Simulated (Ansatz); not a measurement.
## Single-point calculation, with input and output: Ga2H3

System: Ga2H3, multiplicity 2.
Method: UKS PBE0-D4/def2-TZVP (Ansatz 0.2.0).

The geometry comes from this level: r2SCAN-D4/def2-TZVP. Figures and captions count atoms from 1; the log counts them from 0 in places.

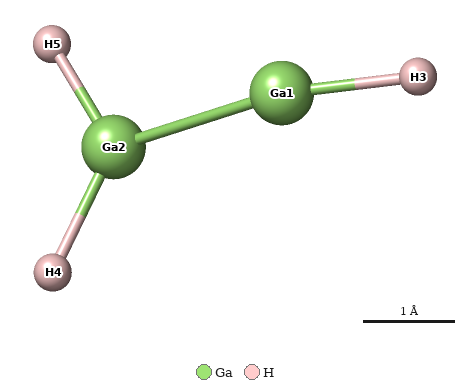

**Figure 1.** The structure as given in the input (ball-and-stick view, seen at a tilt; atoms are numbered from 1 in the order of the input). Sticks mark near contacts.

### Summary

| quantity | value |
| --- | --- |
| outcome | converged |
| total energy | −104789.6501 eV |
| mean-field energy | −104789.5802 eV |
| dispersion energy | −0.0699 eV |
| ⟨S²⟩ | 0.755 |
| SCF solution under orbital rotations | stable |
| HOMO (either spin) | −5.04 eV |
| LUMO (either spin) | −2.55 eV |
| largest force (length of the vector) | 0.096 eV/Å |
| dipole moment | 1.19 D |
| hardware | 4 threads of Arm Neoverse V2, 23 GiB of memory available, shared host |
| wall time | 2.8 s (CPU time 10 s) |
| peak memory | 0.28 GiB |

### Input file
```yaml
crystal:
  periodic: [false, false, false]
  atoms:
    - {symbol: Ga, position_ang: [0.788059, 0.898900, -0.753421]}
    - {symbol: Ga, position_ang: [-0.509775, -0.571085, 0.565181]}
    - {symbol: H, position_ang: [1.407937, 1.544500, -2.041858]}
    - {symbol: H, position_ang: [0.212702, -1.812081, 1.173212]}
    - {symbol: H, position_ang: [-1.898913, -0.060254, 1.056886]}
basis:
  gaussian: {orbitals: def2-TZVP, initial_orbitals: start.molden}
magnetization: {spin_polarized: true, initial_magnetization: 1}
hamiltonian: {xc: pbe0, dispersion: d4}
output: {forces: true, orbitals: {seedname: orbitals}}
```

Launched with:
```bash
ansatz run in.yaml --threads 4 --pin off --events-out ev --progress --plain --max-ram 3916MiB
```

### Log
```
Functional definition: PBE0
  name "PBE0"
  cite "Adamo & Barone, J. Chem. Phys. 110, 6158 (1999) doi:10.1063/1.478522"
  cite "Perdew, Burke & Ernzerhof, Phys. Rev. Lett. 77, 3865 (1996) doi:10.1103/PhysRevLett.77.3865"
  parent pbe
  parameter a = 0.25
  parameter kappa = 0.804
  parameter beta = 0.06672455060314922
  exchange = (1 - a)*pbe_x(kappa = kappa, mu = beta*pi^2/3) + a*exact_x
  correlation = pbe_c(beta = beta)
794 factors; integrals over basis functions are off by at most 9.4e-4 eV
mean field evaluation 1: about -104753.3282 eV, gradient 5.4e1 eV
mean field evaluation 2: about -104765.5380 eV, gradient 2.0e1 eV
mean field evaluation 4: about -104788.2494 eV, gradient 8.4e0 eV
mean field evaluation 8: about -104789.5802 eV, gradient 1.9e-3 eV
mean field evaluation 16: about -104789.5698 eV, gradient 7.0e-1 eV
mean field evaluation 32: about -104789.4866 eV, gradient 1.2e0 eV
mean field -104789.58017517 eV, -3850.9460425088 hartree, gradient 2.3e-5 eV, S^2 0.754729; 3 other end points of the search recorded, 0 dependent functions left out
the calculation of the forces begins
reference -104789.58020603 eV, -3850.9460436430 hartree; 33, 32 occupied and 81, 82 virtual orbitals, 794 factors
Total energy: -104789.65013080 eV, -3850.9486133310 hartree
Atom 0 at     0.788059     0.898900    -0.753421 Å, force     0.054776     0.056792    -0.032977 eV/Å
Atom 1 at    -0.509775    -0.571085     0.565181 Å, force    -0.046778    -0.043802     0.039820 eV/Å
Atom 2 at     1.407937     1.544500    -2.041858 Å, force     0.021879     0.027292    -0.048195 eV/Å
Atom 3 at     0.212702    -1.812081     1.173212 Å, force     0.051593    -0.076169     0.025911 eV/Å
Atom 4 at    -1.898913    -0.060254     1.056886 Å, force    -0.081469     0.035887     0.015442 eV/Å
Dipole moment:     0.122763     0.138087    -0.165607 e Å
```

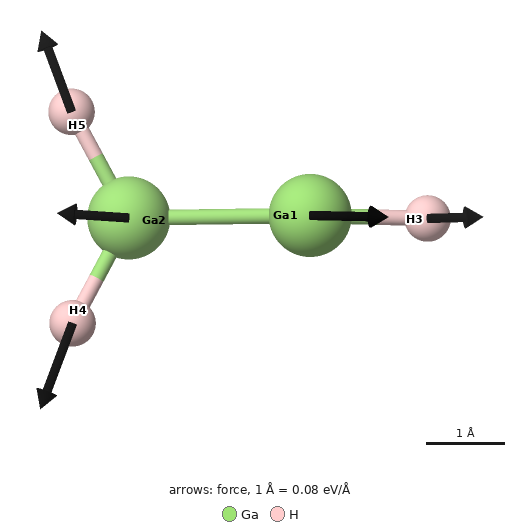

**Figure 2.** Forces on the atoms as black arrows (ball-and-stick view, seen at a tilt; atoms are numbered from 1 in the order of the input). The largest act on H4 (0.10 eV/Å); H5 (0.09 eV/Å); Ga1 (0.09 eV/Å); Ga2 (0.08 eV/Å), among others. The geometry is not a stationary point of this energy.

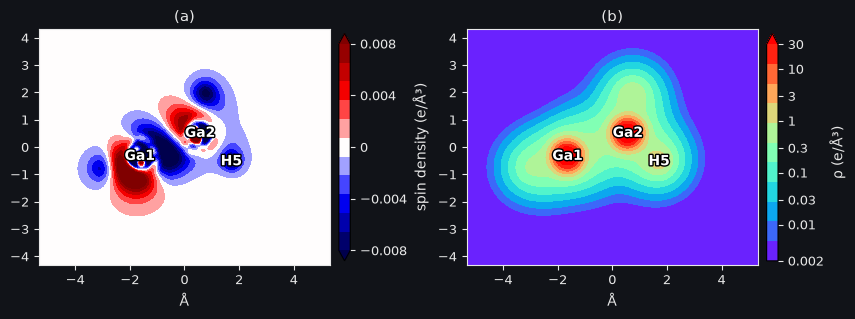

**Figure 3.** (a) spin density; (b) total electron density on the plane of atoms Ga1, Ga2 and H5. Ga–H (1.56 Å): ρ at the midpoint is about 1 e/Å³, with its minimum of 0.77 e/Å³ about 0.9 Å from Ga. The unpaired spin (1 electron) lies mostly on Ga1 (about 0.6) and Ga2 (about 0.4), in electrons by Hirshfeld's partition.

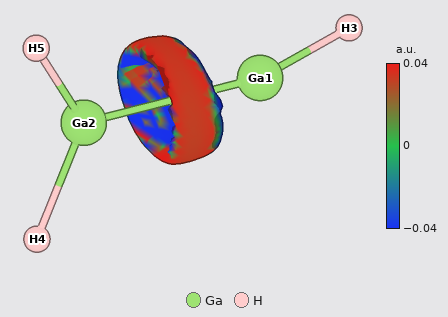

**Figure 4.** Non-covalent interaction (NCI) plot: the surface where the reduced density gradient is 0.5, for densities under 0.05 a.u., coloured by sign(λ₂)ρ; seen at a tilt.

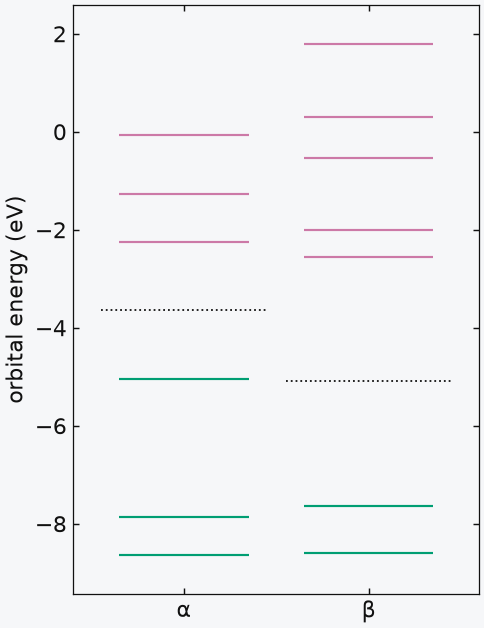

**Figure 5.** Orbital energies near the frontier for α and β spins; the dotted line parts filled from empty levels, and levels within 0.02 eV of each other stand side by side. α: highest filled −5.04 eV, lowest empty −2.24 eV, 2.80 eV apart; β: highest filled −7.62 eV, lowest empty −2.55 eV, 5.07 eV apart.
